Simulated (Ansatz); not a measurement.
# What a change does: single-point calculation on C$_{3}$H$_{6}$OSi

System: C$_{3}$H$_{6}$OSi.
Method of the first run: RKS SPW92 (LDA)/def2-TZVPP (Ansatz 0.2.0).

The geometry comes from this level: PBE0-D4/def2-TZVP. Text and figures count atoms from 1; the logs count them from 0 in places.

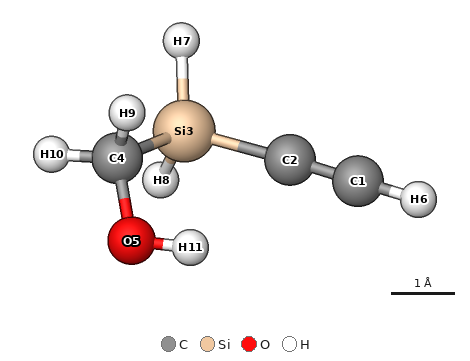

The input geometry (ball-and-stick view, seen at a tilt; atoms are numbered from 1 in the order of the input).

## Input, the first run
```yaml
crystal:
  periodic: [false, false, false]
  atoms:
    - {symbol: C, position_ang: [-1.499882, 0.876894, 1.851825]}
    - {symbol: C, position_ang: [-0.664297, 0.179794, 1.329733]}
    - {symbol: Si, position_ang: [0.581486, -0.820016, 0.435199]}
    - {symbol: C, position_ang: [0.779122, 0.012551, -1.249392]}
    - {symbol: O, position_ang: [-0.475563, 0.229965, -1.872772]}
    - {symbol: H, position_ang: [-2.235618, 1.484105, 2.328313]}
    - {symbol: H, position_ang: [1.853784, -0.825730, 1.203267]}
    - {symbol: H, position_ang: [0.063374, -2.203802, 0.303729]}
    - {symbol: H, position_ang: [1.348710, 0.947009, -1.143014]}
    - {symbol: H, position_ang: [1.357082, -0.632310, -1.917153]}
    - {symbol: H, position_ang: [-1.042996, 0.694538, -1.249233]}
basis:
  gaussian: {orbitals: def2-TZVPP}
hamiltonian: {xc: lda}
output: {orbitals: {seedname: orbitals}}
```

Hardware: 4 threads of Oxide Virtual Turin-like, 27 GiB of memory available, shared host.

## Output (the first run)
```
Functional definition: SPW92
  exchange = slater_x
  correlation = pw_c
1333 factors; their error is unknown
mean field evaluation 1: about -13043.3277 eV, gradient 8.0e1 eV
mean field evaluation 2: about -13008.9588 eV, gradient 1.4e2 eV
mean field evaluation 4: about -13057.0127 eV, gradient 1.4e1 eV
mean field evaluation 8: about -13057.3773 eV, gradient 2.2e-1 eV
mean field evaluation 16: about -13057.3453 eV, gradient 2.1e-4 eV
mean field -13057.34532439 eV, -479.8485900846 hartree, gradient 2.4e-5 eV, S^2 0.000000; 0 other end points of the search recorded, 0 dependent functions left out
reference -13057.34536529 eV, -479.8485915877 hartree; 23, 23 occupied and 227, 227 virtual orbitals, 1333 factors
Total energy: -13057.34536529 eV, -479.8485915877 hartree
```

For the second run the input was changed thus:
```diff
-hamiltonian: {xc: lda}
+hamiltonian: {xc: {name: wB97X-V}}
```

Predict how the results change.

The total energies belong to different methods, so their difference says nothing on which is more stable or more accurate. The HOMO goes from −6.19 to −9.97 eV. The LUMO goes from −1.49 to 1.83 eV.

## Output (the second run)
```
Functional definition: wB97X-V
  parameter omega = 0.3/bohr
  parameter cx = 0.167
  parameter cx1 = 0.603
  parameter cx2 = 1.194
  parameter css0 = 0.556
  parameter css1 = -0.257
  parameter cos0 = 1.219
  parameter cos1 = -1.850
  parameter b = 6.0
  parameter c = 0.01
  exchange = spin_sum(e_x_unif_sr(omega)*poly(b97_u_x, 1 - cx, cx1, cx2)) + cx*exact_x_sr(omega) + exact_x_lr(omega)
  correlation = spin_sum(e_c_pw_same_spin*poly(b97_u_same, css0, css1))
      + integral(e_c_pw_opposite_spin*poly(b97_u_opposite, cos0, cos1)) + vv10(b, c)
1336 factors; their error is unknown
322 factors; integrals over basis functions are off by at most 1.0e-5 eV
mean field evaluation 1: about -13125.9068 eV, gradient 5.0e1 eV
mean field evaluation 2: about -13127.5877 eV, gradient 4.4e1 eV
mean field evaluation 4: about -13130.8834 eV, gradient 2.0e0 eV
mean field evaluation 8: about -13130.9000 eV, gradient 9.9e-2 eV
mean field evaluation 16: about -13130.9041 eV, gradient 2.8e-4 eV
mean field -13130.90407705 eV, -482.5518243852 hartree, gradient 2.3e-5 eV, S^2 0.000000; 0 other end points of the search recorded, 0 dependent functions left out
reference -13130.90407493 eV, -482.5518243071 hartree; 23, 23 occupied and 227, 227 virtual orbitals, 1336 factors
Total energy: -13130.90407493 eV, -482.5518243071 hartree
```

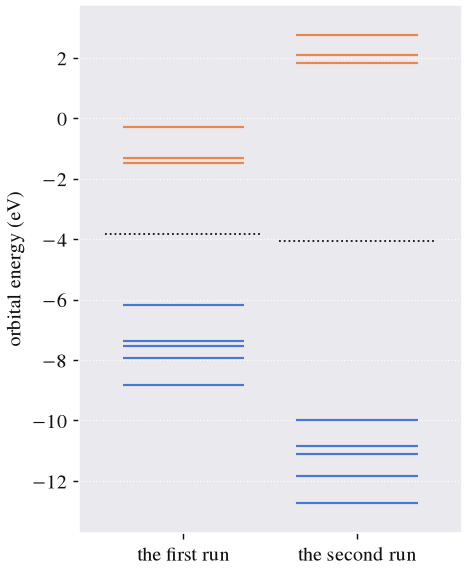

The five highest filled and three lowest empty orbital energies of the two runs; the dotted lines part filled from empty levels. The HOMO–LUMO gap is 4.70 eV in the first run and 11.79 eV in the second run.

## The two runs side by side

| quantity | the first run | the second run |
| --- | --- | --- |
| outcome | converged | converged |
| total energy (hartree) | −479.848592 | −482.551824 |
| HOMO (eV) | −6.19 | −9.97 |
| LUMO (eV) | −1.49 | 1.83 |
| basis functions | 250 | 250 |
| wall time (shared host) | 1.3 s | 5.5 s |
